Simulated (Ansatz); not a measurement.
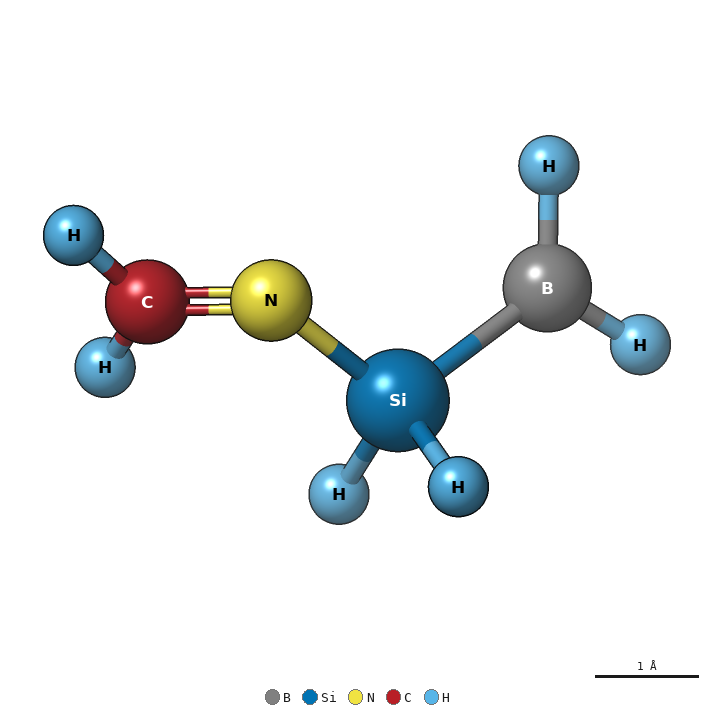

Double and triple bonds are drawn as two and three sticks.

The computed structure is the end point of a PBE0-D4/def2-TZVP optimisation.

Question: Count the atoms of each element.

Answer: CH₆BNSi, 10 atoms: 1 carbon, 6 hydrogen, 1 boron, 1 nitrogen and 1 silicon.

Question: Give a SMILES string for it.

Answer: B[SiH2]N=C

Question: How many bonds of each kind are drawn?

Answer: 2 B–H, 2 Si–H, 2 C–H, 1 B–Si, 1 N–Si, 1 C–N.

Question: How many sets of symmetry-equivalent atoms are there?

Answer: 10: 1 B, 1 Si, 1 N, 1 C, 1 H, 1 H, 1 H, 1 H, 1 H, 1 H.

Question: Does it have rings?

Answer: It has no ring.

More results for the same structure follow; atom numbers are the same in all pictures, views and colours differ.

### Vibrations

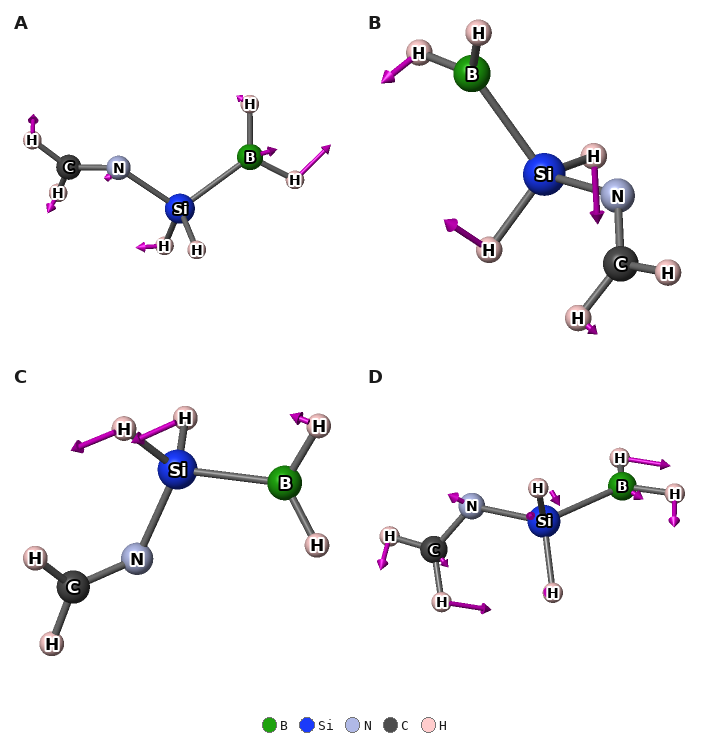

4 normal modes of one molecule or complex, as arrows. Harmonic vibrations computed with RKS PBE0-D4/def2-TZVP (Ansatz 0.2.0) at a stationary point of the same level.

Question: Match the panels to the wavenumbers 184 cm⁻¹, 410 cm⁻¹, 582 cm⁻¹, 858 cm⁻¹.

Answer: A: 582 cm⁻¹
B: 410 cm⁻¹, B–Si–H bending
C: 858 cm⁻¹, angle bending
D: 184 cm⁻¹

### Charges

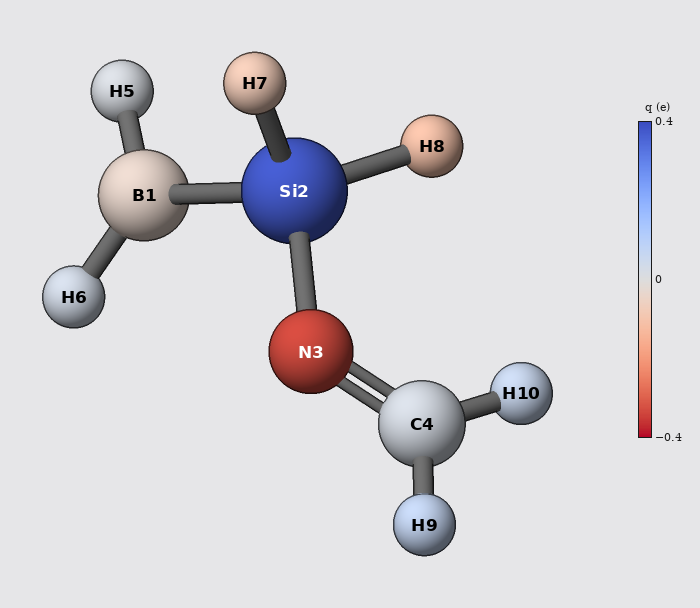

Atoms are coloured by their Mulliken charges. Method: RKS r2SCAN-D4/def2-TZVPP (Ansatz 0.2.0).

Give the Mulliken charges atom by atom.

```csv
atom,value (e)
B1,−0.04
Si2,0.37
N3,−0.33
C4,0.02
H5,0.01
H6,0.03
H7,−0.08
H8,−0.11
H9,0.07
H10,0.05
```

### Electronic properties

Method: RKS BHLYP-D4/def2-TZVPP (Ansatz 0.2.0).

What does the calculation give?

- HOMO energy (Kohn–Sham orbital): −8.48 eV
- LUMO energy (Kohn–Sham orbital): −1.33 eV
- HOMO–LUMO gap: 7.15 eV
- dispersion correction: −21.3 kJ/mol

Mulliken values depend strongly on the basis set and can even reverse the polarity of a bond.
